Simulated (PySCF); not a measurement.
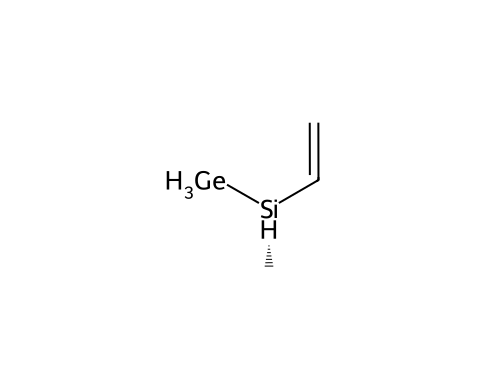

Source: calculation with PySCF.

2D structure.

Q: Transcribe the drawing into SMILES.

A: C=C[Si@H](C)[GeH3]

Q: What is the molecular formula?

A: C3H10GeSi.

Q: An optimisation with GFN2-xTB gave a structure of which point group?

A: C1.
